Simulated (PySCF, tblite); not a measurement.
# C5H10SSi: geometry, infrared bands and NMR shifts

Aim: predict the infrared bands and NMR shifts of C5H10SSi (`C1C[C@@H]([SiH]2CC2)S1`).

The runs use tblite 0.8.0 and PySCF 2.14.0, with density-fitted response routines of our own; the level of theory stands in each step. All values are computed, except where a source is named. Atoms count from 0, in the outputs and in this text.

**1. Starting geometry**

17 atoms, charge 0, multiplicity 1; geometry from: force field or distance geometry start.

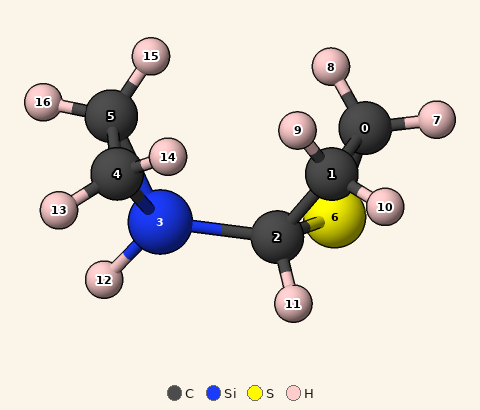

As it starts; carbon dark grey, silicon blue, sulfur yellow, hydrogen pink, atoms numbered.

**2. Relaxing the molecule with GFN2-xTB**

Job settings and geometry (Å):

```
{"job": {"kind": "relax", "xc": "GFN2-xTB", "basis": "xTB"}, "charge": 0, "multiplicity": 1}
C     -2.184500    -0.592000     0.500400
C     -1.422300     0.649200     0.132200
C     -0.745500     0.060700    -1.063100
Si     1.028200    -0.373700    -0.940100
C      2.008100     0.770100     0.187800
C      1.846600    -0.630500     0.700700
S     -1.932500    -1.292700    -1.145400
H     -3.276800    -0.448100     0.674000
H     -1.704300    -1.138200     1.334200
H     -0.759400     1.009600     0.948400
H     -2.119400     1.462000    -0.159600
H     -0.910500     0.745000    -1.936400
H      1.734000    -0.978000    -2.052400
H      2.967300     1.083400    -0.303900
H      1.390800     1.555800     0.698100
H      1.259700    -0.684100     1.650800
H      2.813600    -1.186400     0.764500
```

Run with:

```sh
> OMP_NUM_THREADS=1 python probes_run.py task.json out
```

The driver reads the jobs from task.json and runs them one after another.

**Question.** This job is followed by: GFN2-xTB harmonic vibrations, gas phase; GIAO PBE0/pcSseg-1 NMR shielding, non-relativistic, gas phase. Predict these results of the whole session: strongest single infrared mode (GFN2-xTB); zero-point energy (GFN2-xTB); ¹³C shifts against TMS (PBE0/pcSseg-1); ¹H shifts against TMS (PBE0/pcSseg-1); ²⁹Si shifts against TMS (PBE0/pcSseg-1); ³³S shifts against CS2 (PBE0/pcSseg-1).

As calculated:

| quantity | value |
| --- | --- |
| strongest single infrared mode (GFN2-xTB) | 2361 cm⁻¹, 255 km/mol |
| zero-point energy (GFN2-xTB) | 84.4 kcal/mol |
| ¹³C shifts against TMS (PBE0/pcSseg-1) | 30.4, 27.8, 25.2, -4.2, -6.2 ppm |
| ¹H shifts against TMS (PBE0/pcSseg-1) | 3.84, 3.37, 3.29, 3.05, 2.86, 1.69, 1.07, 0.63, 0.54, 0.52 ppm |
| ²⁹Si shifts against TMS (PBE0/pcSseg-1) | -119.3 ppm |
| ³³S shifts against CS2 (PBE0/pcSseg-1) | 23 ppm |

**Reading.** The optimisation took 78 steps and gained 0.539 eV; among the close pairs (by a distance rule), C2–Si3 changed most, from 1.830 to 1.895 Å. No mode is imaginary among the 45: a minimum at this level. The strongest single mode, at 2361 cm⁻¹, moves mainly H12. GFN2-xTB is a fitted tight-binding method: band positions and strengths are rough. Its intensities can rank the bands wrongly. At PBE0/pcSseg-1: Shielding is most anisotropic at S6 (span 652 ppm, paramagnetic term -575 ppm).
